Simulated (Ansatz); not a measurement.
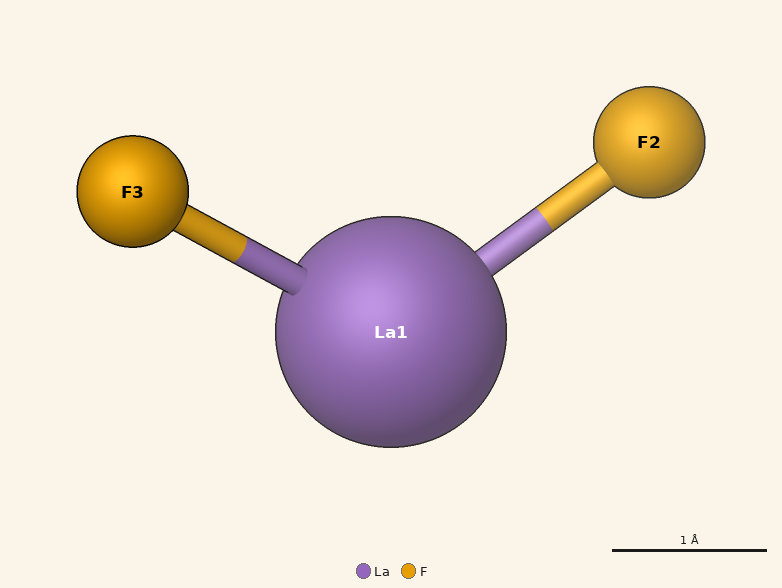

The picture comes from a calculation with Ansatz.

Orthographic view. Atoms fade into the background with distance from the viewer. The species is neutral and a spin doublet. Geometry: a fixed input geometry, not necessarily a minimum.

Give the geometry as a Z-matrix, atoms in numerical order, with these reference atoms: 2 to 1; 3 to 1, 2.

```
La 
F    1   2.100
F    1   2.100   2   115.0
```
